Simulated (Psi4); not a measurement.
**CCSD/6-311++G(3df,3pd) (sweep point 9) run of P2H2 (SMILES [H]/P=P/[H])**

Aim: the energy change on altering one bond length of P2H2 at CCSD/6-311++G(3df,3pd) (sweep point 9), from 2 runs. 

Program for the calculation: Psi4 1.11.

## 1. The molecule

P2H2 has 4 atoms, charge 0, and is taken as a singlet. SMILES: `[H]/P=P/[H]`. The shape is that of a GFN2-xTB optimisation.

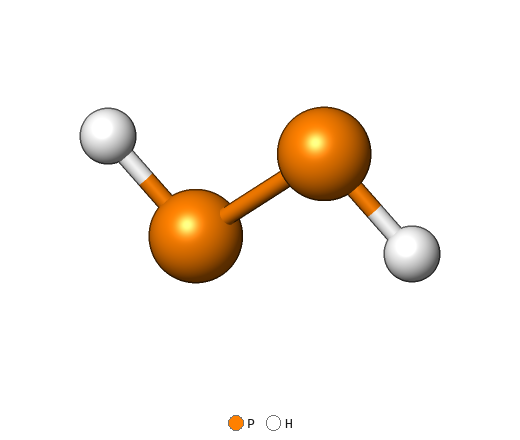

The structure, seen from a chosen angle (phosphorus orange, hydrogen white).

## 2. A single-point energy at CCSD/6-311++G(3df,3pd) (sweep point 9)

Input file input.inp:

```
memory 1600 mb

molecule molecule1 {
  0 1
  P     -0.024370    -1.003630     0.088350
  P      0.024420     1.003540    -0.088260
  H      1.037260    -1.067570     1.003320
  H     -1.037310     1.067660    -1.003410
  symmetry c1
}

set globals {
  basis 6-311++G(3df,3pd)
  puream true
  scf_type pk
  num_frozen_docc 10
}

e_tot, wfn = energy("ccsd", return_wfn=True)
```

The run is started by

```sh
psi4 input.inp input.out -n 1
```

input.out:

```text
[...]
  Running in c1 symmetry.
[...]
  Nuclear repulsion =   76.759456495580409
[...]
  Multiplicity = 1
[...]
  Nalpha       = 16
  Nbeta        = 16
[...]
    Number of basis functions: 130
[...]
   @RHF iter   1:  -682.60389839189156   -4.73602e-01   2.21189e-03 DIIS/ADIIS
[...]
   @RHF iter  10:  -682.63446337307687   -1.76215e-11   9.66970e-09 DIIS
[...]
    Orbital Energies [Eh]
    ---------------------
    Doubly Occupied:
       1A    -79.964091     2A    -79.964076     3A     -7.506727
       4A     -7.506363     5A     -5.399801     6A     -5.399418
       7A     -5.399274     8A     -5.399256     9A     -5.398867
      10A     -5.398243    11A     -0.914469    12A     -0.723937
      13A     -0.492448    14A     -0.490393    15A     -0.367992
      16A     -0.357333
[...]
  @RHF Final Energy:  -682.63446337307687
   => Energetics <=
    Nuclear Repulsion Energy =             76.7594564955804088
    One-Electron Energy =               -1097.4224643368972920
    Two-Electron Energy =                 338.0285444682399429
    Total Energy =                       -682.6344633730769829
[...]
 Multipole Moments:
 ------------------------------------------------------------------------------------
     Multipole            Electronic (a.u.)      Nuclear  (a.u.)        Total (a.u.)
 ------------------------------------------------------------------------------------
 L = 1.  Multiply by 2.5417464519 to convert [e a0] to [Debye]
 Dipole X            :          0.0001368           -0.0000937            0.0000432
 Dipole Y            :         -0.0002017            0.0001686           -0.0000331
 Dipole Z            :          0.0002101           -0.0001686            0.0000414
 Magnitude           :                                                    0.0000684
[...]
      * MP2 total energy                      = -682.930265217817919
[...]
      * CCSD total energy                     = -682.963262834820853
[...]
```

It took 31 s on 1 thread of Intel Xeon 6975P-C (Granite Rapids), shared host; peak memory 1.5 GiB.

## 3. The distorted shape

Input file h2p2.dat:

```
memory 1600 mb

molecule mol {
  0 1
  P     -0.873643    -0.952480    -0.643599
  P     -0.824853     1.054690    -0.820209
  H      1.037260    -1.067570     1.003320
  H     -1.886583     1.118810    -1.735359
  symmetry c1
}

set {
  basis 6-311++G(3df,3pd)
  puream true
  scf_type pk
  num_frozen_docc 10
}

e, wfn = energy('ccsd', return_wfn=True)
```

The run is started by

```sh
psi4 h2p2.dat h2p2.out -n 1
```

h2p2.out:

```text
[...]
  Running in c1 symmetry.
[...]
  Nuclear repulsion =   73.463398368637996
[...]
  Multiplicity = 1
[...]
  Nalpha       = 16
  Nbeta        = 16
[...]
    Number of basis functions: 130
[...]
   @RHF iter   1:  -682.45878692553674   -6.40714e-01   2.21055e-03 DIIS/ADIIS
[...]
   @RHF iter  13:  -682.50089125837962   -3.97904e-11   8.28396e-09 DIIS
[...]
    Orbital Energies [Eh]
    ---------------------
    Doubly Occupied:
       1A    -80.024084     2A    -79.986659     3A     -7.560299
       4A     -7.528789     5A     -5.451601     6A     -5.451493
       7A     -5.451218     8A     -5.421395     9A     -5.421388
      10A     -5.420778    11A     -0.921108    12A     -0.693986
      13A     -0.508920    14A     -0.421562    15A     -0.377343
      16A     -0.331863
[...]
  @RHF Final Energy:  -682.50089125837962
   => Energetics <=
    Nuclear Repulsion Energy =             73.4633983686379963
    One-Electron Energy =               -1089.9836081994117194
    Two-Electron Energy =                 334.0193185723940132
    Total Energy =                       -682.5008912583797382
[...]
 Multipole Moments:
 ------------------------------------------------------------------------------------
     Multipole            Electronic (a.u.)      Nuclear  (a.u.)        Total (a.u.)
 ------------------------------------------------------------------------------------
 L = 1.  Multiply by 2.5417464519 to convert [e a0] to [Debye]
 Dipole X            :         -1.4865766            0.7956082           -0.6909684
 Dipole Y            :          0.3956533           -0.0477549            0.3478985
 Dipole Z            :         -1.3144541            0.6856099           -0.6288442
 Magnitude           :                                                    0.9969532
[...]
      * MP2 total energy                      = -682.811822495703154
[...]
      * CCSD total energy                     = -682.856265436765511
[...]
```

Run time: 34 s. Hardware: 1 thread of Intel Xeon 6975P-C (Granite Rapids), shared host; peak memory 1.5 GiB.

## 4. Summary of results

At CCSD/6-311++G(3df,3pd) (sweep point 9), 10 core orbitals frozen:

```
                                                         quantity          value
                                        first shape: total energy  -682.96326 Eh
                 first shape: HOMO energy (Hartree–Fock orbitals)       -9.72 eV
                 first shape: LUMO energy (Hartree–Fock orbitals)        0.16 eV
               first shape: HOMO–LUMO gap (Hartree–Fock orbitals)        9.89 eV
        first shape: correlation energy (10 core orbitals frozen)     -328.8 mEh
                                       first shape: T1 diagnostic          0.016
                                    distorted shape: total energy  -682.85627 Eh
             distorted shape: HOMO energy (Hartree–Fock orbitals)       -9.03 eV
             distorted shape: LUMO energy (Hartree–Fock orbitals)       -0.37 eV
           distorted shape: HOMO–LUMO gap (Hartree–Fock orbitals)        8.66 eV
    distorted shape: correlation energy (10 core orbitals frozen)     -355.4 mEh
                                   distorted shape: T1 diagnostic          0.034
energy change with the P1–H3 bond stretched from 1.403 to 2.525 Å       2.912 eV
```

In words: One bond (distorted shape) is far stretched, which a spin-restricted single reference describes badly; a broken-symmetry solution may lie lower. With the P1–H3 bond stretched from 1.403 to 2.525 Å the energy rises by 2.91 eV (67 kcal/mol). The first shape isn't relaxed at this level, so the change isn't measured from a minimum. A restricted reference can't describe the breaking bond well at this length. The T1 diagnostic (distorted shape) of 0.034 is above the customary mark for such species, so a single reference may not serve.
